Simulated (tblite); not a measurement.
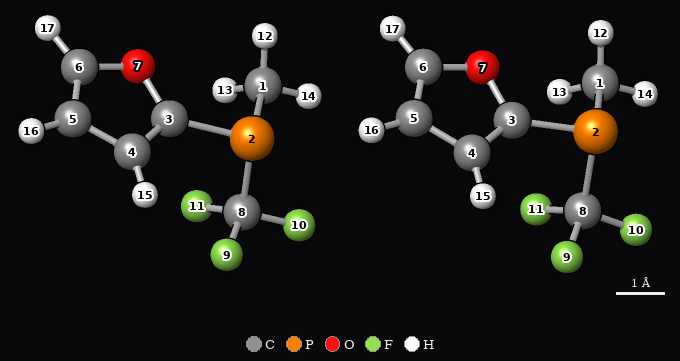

Two geometries of C₆H₆F₃OP, drawn at one scale. One is the start of a relaxation, the other its converged end. A ball-and-stick model, seen at a tilt.

Level of theory: tblite, GFN2-xTB geometry optimisation, gas phase. 

Question: Which geometry has the lower energy?

Answer: The right one is the relaxed one. The energy falls by 13.7 kcal/mol in 50 geometry steps. The atom that moves furthest after the best rigid fit is P2 (0.19 Å). By element the largest moves are P 0.19 Å, H 0.16 Å, F 0.12 Å, O 0.10 Å, C 0.09 Å. Among the contacts that change: P2–C8 1.757 → 1.898 Å, P2–C3 1.841 → 1.812 Å, C1–P2 1.821 → 1.840 Å, C8–F11 1.325 → 1.343 Å. Bond angles that change, for instance: C3–P2–C8 101.9° → 94.7°, F9–C8–F11 112.5° → 106.7°, P2–C8–F10 105.3° → 111.0°.
